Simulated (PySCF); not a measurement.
# One shape, several levels: SiNH4O (SMILES N[SiH]O)

Aim: a comparison of 6 runs (UHF/STO-3G, UHF/3-21G, UHF/6-31G*, UHF/6-31+G*, UHF/6-311+G**, UHF/6-311++G(2d,2p)) of SiNH4O. 

Program for the calculation: PySCF 2.14.0.

### Step 1. The structure to begin with

SiNH4O has 7 atoms, charge 0, and is taken as a doublet. As SMILES, `N[SiH]O`. The coordinates come from a PBE0-D4/def2-TZVP relaxation. This is one conformer, not always the lowest.

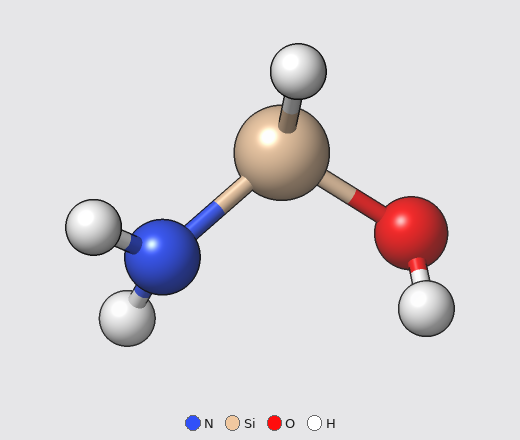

The structure, seen from a chosen angle (nitrogen blue, silicon light orange, oxygen red, hydrogen white).

### Step 2. A single-point energy at UHF/STO-3G (run 1)

input.py reads:

```python
from pyscf import gto

mol = gto.M(
    atom='''
N     -1.313171     1.036137    -1.086970
Si     0.553879     0.300466     1.476443
O      3.066837    -1.270652     0.510793
H     -0.672554     2.207389    -2.446817
H     -3.185700     1.272164    -0.818062
H     -1.132135    -1.250810     3.145827
H      2.798495    -2.423385    -0.867384
''',
    charge=0,
    spin=1,
    max_memory=1860,
    unit='bohr',
    basis='sto-3g',
    verbose=3,
)

mf = mol.UHF()
mf.conv_tol = 1e-10
mf.kernel()
if not mf.converged:
    mf = mf.newton().run(mf.mo_coeff, mf.mo_occ)

energy = mf.e_tot
print('Final energy', energy)
```

On the command line:

```
$ OMP_NUM_THREADS=1 python input.py
```

The program printed:

```text
converged SCF energy = -415.473363538783  <S^2> = 0.75258871  2S+1 = 2.002587
Final energy -415.47336353878256
```

Wall time 1.1 s (1 thread of Arm Neoverse N1, shared host); peak memory 0.12 GiB.

### Step 3. A single-point energy at UHF/3-21G (run 2)

calc.py reads:

```python
# N[SiH]O
from pyscf import gto, scf

mol = gto.M(
    atom='''
N   -0.694900   0.548300  -0.575200
Si   0.293100   0.159000   0.781300
O    1.622900  -0.672400   0.270300
H   -0.355900   1.168100  -1.294800
H   -1.685800   0.673200  -0.432900
H   -0.599100  -0.661900   1.664700
H    1.480900  -1.282400  -0.459000
''',
    basis='3-21g',
    verbose=3,
    max_memory=1860,
    charge=0,
    spin=1,
)

calc0 = scf.UHF(mol)
calc0.conv_tol = 1e-10
calc0.kernel()
if not calc0.converged:
    calc0 = calc0.newton().run(calc0.mo_coeff, calc0.mo_occ)

e_tot = calc0.e_tot
print('Final energy', e_tot)
```

On the command line:

```
$ OMP_NUM_THREADS=1 python calc.py
```

The program printed:

```text
converged SCF energy = -418.33395426576  <S^2> = 0.75338405  2S+1 = 2.0033812
Final energy -418.33395426575987
```

Run time: 0.94 s. Hardware: 1 thread of Arm Neoverse N1, shared host; peak memory 0.1 GiB.

Runs 3 to 5 aren't shown in full; the table further down has their settings and results.

### Step 4. A single-point energy at UHF/6-311++G(2d,2p) (run 6)

job.py reads:

```python
# N[SiH]O
from pyscf import gto, scf

mol = gto.M(
    atom='''
N     -1.313171     1.036137    -1.086970
Si     0.553879     0.300466     1.476443
O      3.066837    -1.270652     0.510793
H     -0.672554     2.207389    -2.446817
H     -3.185700     1.272164    -0.818062
H     -1.132135    -1.250810     3.145827
H      2.798495    -2.423385    -0.867384
''',
    verbose=3,
    max_memory=1860,
    charge=0,
    basis='6-311++g(2d,2p)',
    unit='bohr',
    spin=1,
)

hf = scf.UHF(mol)
hf.conv_tol = 1e-10
hf.kernel()
if not hf.converged:
    hf = hf.newton().run(hf.mo_coeff, hf.mo_occ)

energy = hf.e_tot
print(f'total energy: {energy:.8f} hartree')
```

On the command line:

```
$ OMP_NUM_THREADS=1 python job.py
```

The program printed:

```text
converged SCF energy = -420.665418068169  <S^2> = 0.75437638  2S+1 = 2.0043716
total energy: -420.66541807 hartree
```

Wall time 9 s (1 thread of Arm Neoverse N1, shared host); peak memory 0.38 GiB.

### Step 5. The series

```tsv
run	level	energy (Eh)	dipole moment (D)	HOMO energy (eV)	LUMO energy (eV)	wall time
1	UHF/STO-3G	-415.473364	1.57	-5.71	6.34	1.1 s
2	UHF/3-21G	-418.333954	2.49	-8.09	2.03	0.94 s
3	UHF/6-31G* (spherical functions)	-420.568519	2.33	-8.33	2.27	1.4 s
4	UHF/6-31+G* (spherical functions)	-420.579883	2.32	-8.54	1.32	2 s
5	UHF/6-311+G**	-420.651220	2.28	-8.58	1.24	4.2 s
6	UHF/6-311++G(2d,2p)	-420.665418	2.22	-8.60	1.03	9 s
```

### Step 6. What came out

| quantity | value |
| --- | --- |
| run 6: total energy | -420.66542 Eh |
| run 6: dipole moment | 2.22 D |
| run 6: HOMO energy (highest over α and β) | -8.60 eV |
| run 6: LUMO energy (lowest over α and β) | 1.03 eV |
| run 6: ⟨S²⟩ | 0.754 |

The dipole moment (its size) runs from 1.57 D (UHF/STO-3G) to 2.49 D (UHF/3-21G). In run 1 the basis is minimal, so the values are rough. All runs together took 19 s, the longest 9 s.
